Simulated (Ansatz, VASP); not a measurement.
**NbSi: VASP beside Ansatz**

Aim: how closely do two programs agree when they are given the same cell, functional and k mesh? The cell is invented: As first built, before any earlier steps moved the atoms: it takes the WC structure with all of its atoms replaced by other elements, volume scaled by an estimate. It may not be a known or stable phase. The cell comes out of the VASP series on this material, whose earlier steps may have relaxed, scaled or displaced it; both programs get it as it stands.

Calculated with Ansatz 0.2.0; plane waves, with VASP 6.6.1 beside it; band structure at PBE, band structure at PBEsol and band structure at r2SCAN.

### 1. Set-up

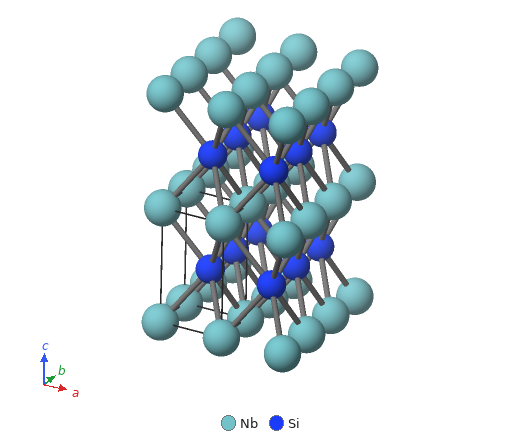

The starting structure, seen slightly off an axis (niobium teal, silicon blue). 2×3×2 cells are drawn. Bonds to atoms that aren't drawn are left out. Some periodic images of atoms are drawn too.

### 2. Ansatz: band structure, PBE

Ansatz runs on its default PAW (the set named soft_2) files.

Levels along a path test the potential and the projectors away from the mesh points.

File input.yaml:

```yaml
crystal:
  lattice:
    - [3.0335601418, -2.43e-08, 0.0]
    - [-1.51678064, 2.6271406017, 0.0]
    - [0.0, 0.0, 4.0525052525]
  atoms:
    - { symbol: Nb, position: [0.0, 0.0, 0.0] }
    - { symbol: Si, position: [0.66666667, 0.33333333, 0.5] }
hamiltonian:
  xc: pbe
  pseudopotentials: { kind: paw }
kpoints:
  mp_grid: { grid: [5, 5, 4] }
  band_path:
    path:
      - [0.0, 0.0, 0.0]
      - [0.13333, 0.0, 0.0]
      - [0.3, 0.0, 0.0]
      - [0.46667, 0.0, 0.0]
      - [0.46667, 0.06667, 0.0]
      - [0.41111, 0.17778, 0.0]
      - [0.35556, 0.28889, 0.0]
      - [0.28889, 0.28889, 0.0]
      - [0.17778, 0.17778, 0.0]
      - [0.06667, 0.06667, 0.0]
      - [0.0, 0.0, 0.03333]
      - [0.0, 0.0, 0.2]
      - [0.0, 0.0, 0.36667]
      - [0.0, 0.0, 0.5]
      - [0.16667, 0.0, 0.5]
      - [0.3, 0.0, 0.5]
      - [0.46667, 0.0, 0.5]
      - [0.46667, 0.06667, 0.5]
      - [0.41111, 0.17778, 0.5]
      - [0.35556, 0.28889, 0.5]
      - [0.28889, 0.28889, 0.5]
      - [0.17778, 0.17778, 0.5]
      - [0.06667, 0.06667, 0.5]
      - [0.5, 0.0, 0.46667]
      - [0.5, 0.0, 0.3]
      - [0.5, 0.0, 0.13333]
      - [0.33333, 0.33333, 0.0]
      - [0.33333, 0.33333, 0.16667]
      - [0.33333, 0.33333, 0.33333]
      - [0.33333, 0.33333, 0.5]
    npoints: 1
scf:
  occupations: { method: gaussian, width: 0.02 }
  n_extra_bands: 7
output:
  forces: true
  stress: true
  eigenvalues: true
```

Command:

```bash
$ ansatz run input.yaml --threads 2 --pin off --max-ram 4608MiB --backend cpu --events-out ev --progress --plain --runs-dir out
```

Numbers of over 12 decimals in the logs are rounded to 6 here.

The log of the run:

```text
Warning: the atoms were moved onto the symmetric positions of the space group found under crystal.symmetry.tolerance 1.0e-5 (fractional; no operation is sought that the atoms, as they stand in a round, miss by more than twice it, and no atom is moved by as much as it), and the run uses the moved positions. Before a round's move an operation carried an atom to 1.52e-8 Å from where it should land, the largest such dist [...]
scf.n_extra_bands = 7 over 9 filled bands (N_el = 17.0): the run solves 16 bands
Engine: ansatz 0.2.0, aarch64-unknown-linux-gnu
Pseudopotentials: kind: paw
Pseudopotential: Nb, paw, valence charge 13, recommended cutoff 420 eV (normal), Nb.paw.azcp
Pseudopotential: Si, paw, valence charge 4, recommended cutoff 420 eV (normal), Si.paw.azcp
Functional definition: PBE
  parameter kappa = 0.804
  parameter beta = 0.066725
  exchange = pbe_x(kappa = kappa, mu = beta*pi^2/3)
  correlation = pbe_c(beta = beta)
Crystal: 2 atoms, lattice volume = 32.297 Å³
Basis set: ecut = 420 eV, 613 PW (Γ), exchange–correlation on 48×48×60 points (8 copies of the dense FFT grid, shifted against one another)
Bands: 16, of which v1, the nominal top of the filled ones, is band 9 counted from 1 (8 counted from 0)
Symmetry: 12 space group operations
Space group: P-6m2 (ITA 187), of the structure as read, at distance tolerance 3.2e-5 Å
k-points: 15 of 100 (time reversal used)
Non-local potential: Nb, projectors of the file, l = 0: 3, l = 1: 2, l = 2: 2, l = 3: 1
Non-local potential: Si, projectors of the file, l = 0: 2, l = 1: 2, l = 2: 2
PAW form: soft (Blöchl's): semilocal exchange-correlation on the pseudo side does not see the compensation charge
PAW one-centre angular grid: Nb, 590 points (default); XC on 64 Gauss nodes
PAW one-centre angular grid: Si, 110 points (default); XC on 64 Gauss nodes
Initial density: superposition of atomic densities (neutral atoms: chi_scale 0, normalization atom), corrected by the library's trained network
Initial wavefunctions: pseudopotential atomic-orbital guess
Functional: x = pbe(κ = 0.804, μ = 0.219515), c = pbe(β = 0.066725)
SCF iter   1: F=—  HF=-5188.792036 eV  |F-HF|=—  |Δ(HF+E_count)|=         —  Δρ=5.62e-3  dr2=8.39e-3  ethr=1.77e-3  ⟨swp⟩=5.5  Hψ=1292  notcnv=0
preconditioner: auto → none  [insulator: Δε(μ)=0.057 eV  Ē_g=9.618 eV  σ=0.020 eV  W_gap=0.67  n_scr=8 (ndim 8)  ℏωp=19.6 eV  f_vac=0.000  D(μ)=3.09/eV (n_scr^D=40)  ε∞_Penn≈5.2]
SCF iter   2: F=—  HF=-5188.790442 eV  |F-HF|=—  |Δ(HF+E_count)|=   1.59e-3  Δρ=2.57e-3  dr2=1.33e-3  ethr=4.94e-5  ⟨swp⟩=2.0  Hψ=435  notcnv=0  defer=30
SCF iter   3: F=—  HF=-5188.790482 eV  |F-HF|=—  |Δ(HF+E_count)|=   4.03e-5  Δρ=3.40e-4  dr2=1.47e-5  ethr=7.84e-6  ⟨swp⟩=2.3  Hψ=286  notcnv=0  defer=30
SCF iter   4: F=—  HF=-5188.790482 eV  |F-HF|=—  |Δ(HF+E_count)|=   2.29e-7  Δρ=7.27e-5  dr2=1.60e-6  ethr=8.63e-8  ⟨swp⟩=2.5  Hψ=339  notcnv=0  defer=30
iter 5 did not close the SCF: its close was put off for the readings that it lacked (scf_convergence_deferred on its scf_iter line)
SCF iter   5: F=-5188.790481 eV  HF=-5188.790481 eV  |F-HF|=1.78e-8  |Δ(HF+E_count)|=   4.82e-7  Δρ=1.64e-5  dr2=6.18e-8  ethr=9.41e-9  ⟨swp⟩=2.5  Hψ=332  notcnv=0  defer=30
SCF iter   6: F=-5188.790481 eV  HF=-5188.790481 eV  |F-HF|=4.00e-11  |Δ(HF+E_count)|=   1.59e-9  Δρ=3.27e-6  dr2=1.62e-9  ethr=3.64e-10  ⟨swp⟩=5.5  Hψ=1041  notcnv=0
SCF 1 converged in 6 iterations: F = -5188.790481 eV  dr2 = 1.62e-9
  greatest PAW one-centre occupation: 0.998 electrons in one spin orbital (limit 2), on the Nb atom at site 0 (counted from 0), in its partial waves of l = 0
NSCF: frozen V_eff on 30 k-points
SCF converged after 6 iterations
Free energy (F): -5188.790481 eV
Harris-Foulkes:  -5188.790481 eV  (|F-HF|=4.00e-11)
Internal energy: -5188.789768 eV  (E = F + TS)
E sigma→0 (E₀):  -5188.790125 eV
Entropy (-TS):   -0.000713 eV (-0.356 meV/atom)
Fermi energy:    14.670510 eV
--- Per-component energies (eV) ---
  E_band       = -78.125122
  E_kinetic    = 436.152979
  E_local      = -913.432193  (includes V_loc(G=0)·N_el)
  E_nonlocal   = 144.536038
  E_hartree    = 312.708605
  E_xc         = -231.937213
  E_vxc        = -261.339894  (∫ρ·V_xc dr)
  E_paw        = -3585.729980  (= ΣΔE_a)
  E_vpaw       = -109.458883  (= ΣTr[D̂ρ^β])
  E_aug_tail   = 0.000013  (compensation charges beyond the density's cutoff)
  E_ewald      = -1351.088018
  E_smearing   = -0.000713  (= −TS)
  E_closure    = -0.000000  (closes the sum)
  Σ components = -5188.790481   (vs F -5188.790481, Δ=0.00e0)
--- Forces (eV/Å), atoms counted from 1 ---
  atom   1  Nb    -0.00000000    -0.00000000    -0.00000000
  atom   2  Si     0.00000000     0.00000000    -0.00000000
  max |Σ_I F_I| component: 3.70e-17 eV/Å
--- Stress (GPa, compression-positive) ---
       -1.314061      -0.000000      -0.000000
       -0.000000      -1.314061      -0.000000
       -0.000000      -0.000000       3.277073
  P = ⅓ Tr σ = 0.2163 GPa (2.163 kbar)
--- Band table (eV; the first three rows and the last of 15) ---
  k-point 0: bands = [... 5 lower, 11.3569, 13.2288, 14.5765, 14.5765, 16.9116, 16.9116, 21.8513, 22.1120, ... 3 higher]
  k-point 1: bands = [... 5 lower, 9.9901, 13.6426, 14.6967, 14.6967, 16.4510, 16.4510, 22.1411, 22.1411, ... 3 higher]
  k-point 2: bands = [... 5 lower, 8.5435, 13.9971, 14.8330, 14.8330, 16.0715, 16.0715, 21.7349, 21.7349, ... 3 higher]
  k-point 14: bands = [... 5 lower, 10.4349, 11.6259, 12.9440, 14.1912, 15.7282, 18.9100, 19.7572, 19.8970, ... 3 higher]
```

Wall time 3 s (2 threads of Arm Neoverse N1, shared host); peak memory 0.27 GiB.

### 3. VASP: band structure, PBE

The same cell, functional, mesh and smearing now go to VASP, with its own data sets and cutoff.

Lines of VASP's logs that name or quote its potential files are left out, and so is its time.

File INCAR:

```
SYSTEM = NbSi
PREC = Accurate
ENCUT = 400
EDIFF = 1E-06
NELM = 100
ISMEAR = 0
SIGMA = 0.02
LREAL = .FALSE.
ALGO = Normal
GGA = PE
LORBIT = 11
LWAVE = .FALSE.
LCHARG = .FALSE.
KPAR = 4
```

File POSCAR:

```
NbSi
1.0
    3.0335601418     -0.0000000243      0.0000000000
   -1.5167806400      2.6271406017      0.0000000000
    0.0000000000      0.0000000000      4.0525052525
Nb Si
1 1
Direct
    0.0000000000      0.0000000000      0.0000000000
    0.6666666700      0.3333333300      0.5000000000
```

File KPOINTS:

```
Automatic mesh
0
Gamma
5 5 4
0 0 0
```

File KPOINTS_OPT:

```
Line mode
16
Line-mode
Reciprocal
  0.00000000   0.00000000   0.00000000 GAMMA
  0.50000000   0.00000000   0.00000000 M

  0.50000000   0.00000000   0.00000000 M
  0.33333333   0.33333333   0.00000000 K

  0.33333333   0.33333333   0.00000000 K
  0.00000000   0.00000000   0.00000000 GAMMA

  0.00000000   0.00000000   0.00000000 GAMMA
  0.00000000   0.00000000   0.50000000 A

  0.00000000   0.00000000   0.50000000 A
  0.50000000   0.00000000   0.50000000 L

  0.50000000   0.00000000   0.50000000 L
  0.33333333   0.33333333   0.50000000 H

  0.33333333   0.33333333   0.50000000 H
  0.00000000   0.00000000   0.50000000 A

  0.50000000   0.00000000   0.50000000 L
  0.50000000   0.00000000   0.00000000 M

  0.33333333   0.33333333   0.00000000 K
  0.33333333   0.33333333   0.50000000 H
```

The projector-augmented-wave data sets are Nb_sv and Si (PBE family, release 64).

Command:

```bash
$ mpirun -np 4 vasp_std
```

The log of the run:

```text
[banner, memory and clock lines left out]
running    4 mpi-ranks, on    1 nodes
 distrk:  each k-point on    1 cores,    4 groups
 distr:  one band on    1 cores,    1 groups

 POSCAR found type information on POSCAR NbSi
 POSCAR found :  2 types and       2 ions
 LDA part: xc-table for (Slater+PW92), standard interpolation
 POSCAR, INCAR and KPOINTS ok, starting setup
 FFT: planning ... GRIDC
 FFT: planning ... GRID_SOFT
 FFT: planning ... GRID
 WAVECAR not read
 entering main loop
       N       E                     dE             d eps       ncg     rms          rms(c)
DAV:   1     0.109663564538E+03    0.10966E+03   -0.75716E+03   360   0.109E+03
DAV:   2    -0.104156106560E+02   -0.12008E+03   -0.11575E+03   428   0.376E+02
DAV:   3    -0.168426673452E+02   -0.64271E+01   -0.63233E+01   584   0.675E+01
DAV:   4    -0.171112330903E+02   -0.26857E+00   -0.26556E+00   484   0.140E+01
DAV:   5    -0.171292716886E+02   -0.18039E-01   -0.18034E-01   628   0.288E+00    0.845E+00
DAV:   6    -0.164101502293E+02    0.71912E+00   -0.27073E+00   592   0.162E+01    0.291E+00
DAV:   7    -0.163480691939E+02    0.62081E-01   -0.15690E-01   436   0.329E+00    0.163E+00
DAV:   8    -0.163362839764E+02    0.11785E-01   -0.47025E-02   572   0.229E+00    0.476E-01
DAV:   9    -0.163363487510E+02   -0.64775E-04   -0.47453E-03   528   0.693E-01    0.200E-01
DAV:  10    -0.163364589391E+02   -0.11019E-03   -0.80128E-04   516   0.335E-01    0.553E-02
DAV:  11    -0.163364433642E+02    0.15575E-04   -0.37470E-05   496   0.722E-02    0.132E-02
DAV:  12    -0.163364433325E+02    0.31763E-07   -0.36874E-06   476   0.217E-02
   1 F= -.16336443E+02 E0= -.16336089E+02  d E =-.708503E-03
 Start KPOINTS_OPT (optional k-point list driver)
k-point batch [1-15\144]
       N       E                     dE             ncg
DAV:   1    -0.241313772672E+03   -0.43631E+04      360
DAV:   2    -0.214607272442E+04   -0.19048E+04      436
DAV:   3    -0.224104894671E+04   -0.94976E+02      556
DAV:   4    -0.224491149053E+04   -0.38625E+01      504
DAV:   5    -0.224510080084E+04   -0.18931E+00      604
DAV:   6    -0.224510467647E+04   -0.38756E-02      504
DAV:   7    -0.224510475781E+04   -0.81336E-04      560
DAV:   8    -0.224510475951E+04   -0.17067E-05      352
DAV:   9    -0.224510475969E+04   -0.17685E-06      352
[...]
k-point batch [136-144\144]
       N       E                     dE             ncg
DAV:   1     0.329400500055E+04   -0.64814E+04      224
DAV:   2     0.246295165154E+04   -0.83105E+03      252
DAV:   3     0.242331264970E+04   -0.39639E+02      340
DAV:   4     0.242217386599E+04   -0.11388E+01      284
DAV:   5     0.242208479158E+04   -0.89074E-01      388
DAV:   6     0.242208395931E+04   -0.83228E-03      288
DAV:   7     0.242208394753E+04   -0.11777E-04      300
DAV:   8     0.242208394727E+04   -0.25900E-06      200
```

Parts of OUTCAR (step 3):

```text
ion  position               nearest neighbor table
   1  0.000  0.000  0.000-   2 2.68   2 2.68   2 2.68   2 2.68   2 2.68   2 2.68
   2  0.667  0.333  0.500-   1 2.68   1 2.68   1 2.68   1 2.68   1 2.68   1 2.68

  LATTYP: Found a hexagonal cell.
 ALAT       =     3.0335601418
 C/A-ratio  =     1.3358908553

 Subroutine GETGRP returns: Found 12 space group operations
 (whereof 12 operations were pure point group operations)

The static configuration has the point symmetry D_3h.

 Found     15 irreducible k-points:

   k-points           NKPTS =     15   k-points in BZ     NKDIM =     15   number of bands    NBANDS=     12

   dimension x,y,z NGX =    20 NGY =   20 NGZ =   28
   dimension x,y,z NGXF=    40 NGYF=   40 NGZF=   56

   ENCUT  =  400.0 eV  29.40 Ry    5.42 a.u.   4.95  4.95  6.61*2*pi/ulx,y,z

   NELECT =      17.0000    total number of electrons

 k-points in reciprocal lattice and weights: Automatic mesh
   0.00000000  0.00000000  0.00000000       0.010
   0.20000000 -0.00000000  0.00000000       0.060
   0.40000000 -0.00000000  0.00000000       0.060
   0.20000000  0.20000000  0.00000000       0.060
   0.40000000  0.20000000  0.00000000       0.060
   0.00000000  0.00000000  0.25000000       0.020
   0.20000000 -0.00000000  0.25000000       0.120
   0.40000000 -0.00000000  0.25000000       0.120
   0.20000000  0.20000000  0.25000000       0.120
[...]
0.20000000  0.20000000  0.50000000       0.060
   0.40000000  0.20000000  0.50000000       0.060

 average (electrostatic) potential at core
       1 -77.7556       2 -78.5630

 E-fermi :  10.7571

 k-point     1 :       0.0000    0.0000    0.0000
  band No.  band energies     occupation
    ...
      5      -0.4027      2.00000
      6       7.4418      2.00000
      7       9.3080      2.00000
      8      10.6637      2.00000
      9      10.6637      2.00000
     10      12.9970      0.00000
     11      12.9970      0.00000
     12      18.0463      0.00000

 k-point     2 :       0.2000   -0.0000    0.0000
  band No.  band energies     occupation
    ...
      4     -19.7008      2.00000
      5       0.4847      2.00000
      6       8.1859      2.00000
      7       8.3561      2.00000
      8       9.4568      2.00000
      9      11.6330      0.00000
     10      12.5598      0.00000
     11      14.1152      0.00000
     12      14.5589      0.00000

 k-point     3 :       0.4000   -0.0000    0.0000
  band No.  band energies     occupation
    ...
      4     -19.8046      2.00000
      5       2.8300      2.00000
      6       6.5541      2.00000
      7       7.3441      2.00000
      8       8.4261      2.00000
      9      11.9553      0.00000
     10      13.5616      0.00000
     11      14.6395      0.00000
     12      14.9805      0.00000

  Total       -0.3745568     -0.3745569      0.5301757      0.0000001      0.0000000      0.0000000
  in kB      -18.5809857    -18.5809920     26.3009192      0.0000042      0.0000000      0.0000000
  external PRESSURE =      -3.6203528 kB  Pullay stress =       0.0000000 kB

  energy-cutoff  :      400.00
  volume of cell :       32.30
      direct lattice vectors                 reciprocal lattice vectors
     3.033560142 -0.000000024  0.000000000     0.329645683  0.190321062  0.000000000
    -1.516780640  2.627140602  0.000000000     0.000000003  0.380641982  0.000000000
     0.000000000  0.000000000  4.052505252     0.000000000  0.000000000  0.246760939

 POSITION                                       TOTAL-FORCE (eV/Angst)
 -----------------------------------------------------------------------------------
      0.00000      0.00000      0.00000         0.000000      0.000000      0.000000
      1.51678      0.87571      2.02625        -0.000000     -0.000000      0.000000
 -----------------------------------------------------------------------------------
    total drift:                               -0.000005     -0.000003      0.000000

  FREE ENERGIE OF THE ION-ELECTRON SYSTEM (eV)
  ---------------------------------------------------
  free  energy   TOTEN  =       -16.3364433325 eV

  energy  without entropy=      -16.3357348294  energy(sigma->0) =      -16.33608908

 total charge
# of ion       s       p       d       tot
------------------------------------------
    1        2.174   6.029   2.487  10.689
    2        0.782   0.847   0.000   1.629
--------------------------------------------------
tot          2.956   6.876   2.487  12.318

[... 3 further parts left out ...]
```

The run ends at a pressure of -0.36 GPa.

### 4. Side by side

Known differences besides the PAW data sets themselves: the cutoff is 420 eV in Ansatz and 400 eV in VASP; VASP leaves aspherical gradient terms in its spheres out (LASPH is not set), Ansatz keeps them. Total energies have different zeros and are not compared.

Compared:

```csv
quantity,Ansatz,VASP,difference
pressure (GPa),0.22,-0.36,+0.58
```

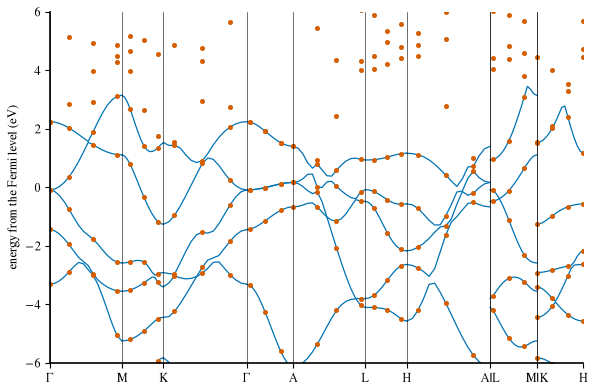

Bands from VASP (lines) and levels from Ansatz (dots). Dots without a line are higher empty bands that the VASP plot leaves out.

Levels from 3 eV below to 2 eV above the Fermi level differ by 3 meV r.m.s. and 8 meV at most; each VASP level is matched to the nearest of Ansatz, which flatters the figure a little.

### 5. VASP: band structure, PBEsol

The same path points are solved in both programs, so levels can be compared one by one.

Changes to INCAR since step 3:

```diff
@@ -9,3 +9,3 @@
 ALGO = Normal
-GGA = PE
+GGA = PS
 LORBIT = 11
```

POSCAR is that of step 3.

KPOINTS is that of step 3.

KPOINTS_OPT is that of step 3.

Command:

```bash
$ mpirun -np 4 vasp_std
```

The log of the run:

```text
[banner, memory and clock lines left out]
running    4 mpi-ranks, on    1 nodes
[...]
|                                                                             |
|               ----> ADVICE to this user running VASP <----                  |
|                                                                             |
|     You enforced a specific xc type in the INCAR file but a different       |
|     [... a line on the potential file left out ...]
|     I HOPE YOU KNOW WHAT YOU ARE DOING!                                     |
|                                                                             |

 LDA part: xc-table for (Slater+PW92), standard interpolation
 POSCAR, INCAR and KPOINTS ok, starting setup
[...]
entering main loop
       N       E                     dE             d eps       ncg     rms          rms(c)
DAV:   1     0.108194288535E+03    0.10819E+03   -0.75621E+03   360   0.109E+03
DAV:   2    -0.116745111668E+02   -0.11987E+03   -0.11552E+03   428   0.375E+02
[...]
DAV:  12    -0.175120232781E+02   -0.60601E-06   -0.21784E-06   404   0.179E-02
   1 F= -.17512023E+02 E0= -.17511690E+02  d E =-.665766E-03
 Start KPOINTS_OPT (optional k-point list driver)
k-point batch [1-15\144]
       N       E                     dE             ncg
DAV:   1    -0.258431069071E+03   -0.43802E+04      360
DAV:   2    -0.216058043875E+04   -0.19021E+04      436
DAV:   3    -0.225537402618E+04   -0.94794E+02      556
DAV:   4    -0.225920236318E+04   -0.38283E+01      504
DAV:   5    -0.225938754700E+04   -0.18518E+00      604
DAV:   6    -0.225939128545E+04   -0.37384E-02      504
DAV:   7    -0.225939136292E+04   -0.77476E-04      556
DAV:   8    -0.225939136457E+04   -0.16433E-05      352
DAV:   9    -0.225939136473E+04   -0.16826E-06      348
[...]
k-point batch [136-144\144]
       N       E                     dE             ncg
DAV:   1     0.328393685305E+04   -0.64914E+04      224
DAV:   2     0.245458144826E+04   -0.82936E+03      252
DAV:   3     0.241501197286E+04   -0.39569E+02      340
DAV:   4     0.241388108082E+04   -0.11309E+01      284
DAV:   5     0.241379348313E+04   -0.87598E-01      388
DAV:   6     0.241379266701E+04   -0.81612E-03      288
DAV:   7     0.241379265535E+04   -0.11665E-04      316
DAV:   8     0.241379265511E+04   -0.23033E-06      200
```

OUTCAR, selected parts (step 5):

```text
  Total       -1.2791904     -1.2791908     -0.3519887      0.0000003     -0.0000000     -0.0000000
  in kB      -63.4579824    -63.4580038    -17.4614287      0.0000143     -0.0000000     -0.0000000
  external PRESSURE =     -48.1258050 kB  Pullay stress =       0.0000000 kB

 POSITION                                       TOTAL-FORCE (eV/Angst)
 -----------------------------------------------------------------------------------
      0.00000      0.00000      0.00000        -0.000000     -0.000000      0.000000
      1.51678      0.87571      2.02625         0.000000      0.000000      0.000000
 -----------------------------------------------------------------------------------
    total drift:                               -0.000005     -0.000003      0.000000

  FREE ENERGIE OF THE ION-ELECTRON SYSTEM (eV)
  ---------------------------------------------------
  free  energy   TOTEN  =       -17.5120232781 eV

  energy  without entropy=      -17.5113575119  energy(sigma->0) =      -17.51169039

[... 2 parts as in an earlier step ...]

[... 1 further part left out ...]
[key lines of the parts left out:]
E-fermi :  10.6457
```

The run ends at a pressure of -4.81 GPa.

(Continued in part 2 of 2.)

[Lines on the potential files, build, host, timing and source positions are cut from VASP's logs without a mark.]

[Logs are printed without paths, hosts, clocks, repeated set-up lines and the standing remarks that a program may print on its own settings, such as how far it seeks lower states.]

[Hosts, paths, dates, database ids (printed as entryN), source tags and the programs' standing remarks are cut or masked in the printed files.]
